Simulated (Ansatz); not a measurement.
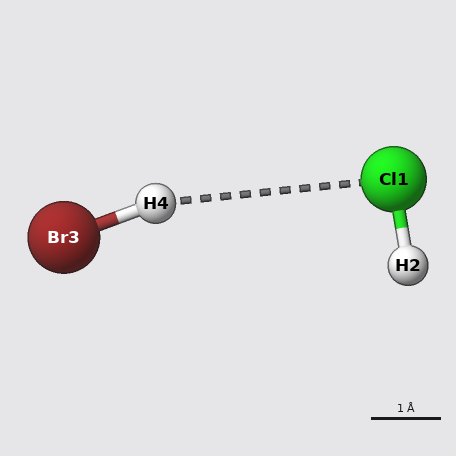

Two molecules or ions; the broken line marks their closest contact (measured against van der Waals radii). Geometry: a pair of rigid molecules at a changed separation. Program: Ansatz 0.2.0.

Q: Which two species are they?

A: HCl and HBr (`Br.Cl`).

Q: How long is the contact?

A: Cl1···H4 is 3.49 Å.

Give the counterpoise-corrected interaction energy (kJ/mol, monomers kept as in the pair) with RHF-CCSD(T) (frozen core)/def2-TZVPPD; PBE0-D4/def2-TZVPPD; ωB97M-V/def2-TZVPPD; r2SCAN-D4/def2-TZVPPD; PBE-D4/def2-TZVPPD; B3LYP-D4/def2-TZVPPD.

```csv
level,interaction energy (kJ/mol)
RHF-CCSD(T) (frozen core)/def2-TZVPPD,−3.4
PBE0-D4/def2-TZVPPD,−4.1
ωB97M-V/def2-TZVPPD,−3.5
r2SCAN-D4/def2-TZVPPD,−3.6
PBE-D4/def2-TZVPPD,−4.4
B3LYP-D4/def2-TZVPPD,−3.6
```
